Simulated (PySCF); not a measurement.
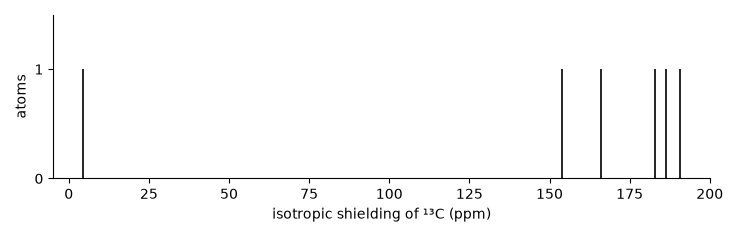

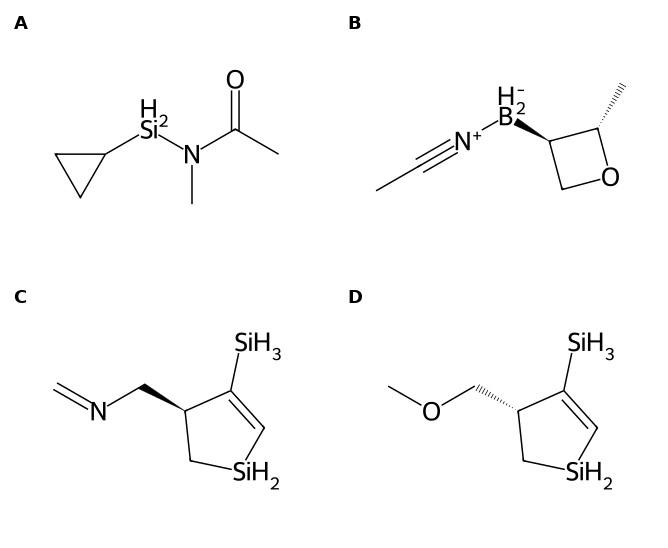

The sticks are computed shieldings of one of the molecules, for one fixed geometry (GFN2-xTB) without averaging over rotations. Low shielding means a high chemical shift. Method: GIAO PBE0/pcSseg-1 NMR shielding, non-relativistic, gas phase (PySCF 2.14.0).

**Which molecule gives this pattern?**

A, `CC(=O)N(C)[SiH2]C1CC1`. Its 6 C atoms give lines at 4.4, 154.0, 166.2, 182.8, 186.2, 190.7 ppm.

The geometry is semi-empirical. Around B, Si such bond lengths and angles can be off by a tenth of an ångström or more and by several degrees, and values that hang on the shape move with them.
